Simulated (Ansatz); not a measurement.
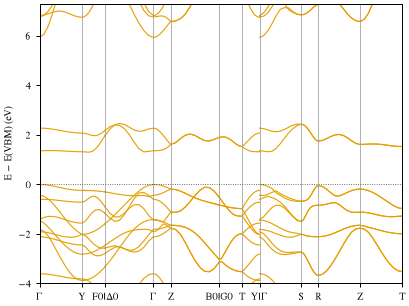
*Band structure from DFT-PBE+D3(BJ) in the program Ansatz with PAW potentials*

### Question
Read off the gap and where the band edges lie.

### Answer
About 1.3 eV (1.31 eV by a search for the band edges); maximum at Γ, minimum on the Y–F0 line, 27 % of the way from Y.

The material is Br (molecular I2 type, Cmce).

The PBE+D3(BJ) relaxation kept the symmetry of its start. The substance is a gas or liquid at ambient conditions; this is its low-temperature solid. Spin–orbit coupling is left out wherever it is not named.

Potentials: the earlier of the program's two PAW sets.
